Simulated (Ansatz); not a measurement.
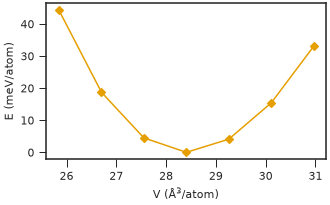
*PbSe (rock salt, Fm-3m) under volume change, DFT-PBEsol in the program Ansatz with PAW potentials, scaled uniformly.*

Q: What does a third-order Birch–Murnaghan fit give for V₀, B₀ and B′?

A: V₀ = 28.40 Å³/atom, B₀ = 52.8 GPa, B′ = 4.0.

The cell was relaxed with PBEsol under the symmetry of its start. Spin–orbit coupling is left out wherever it is not named.

Potentials: the later of the program's two PAW sets.
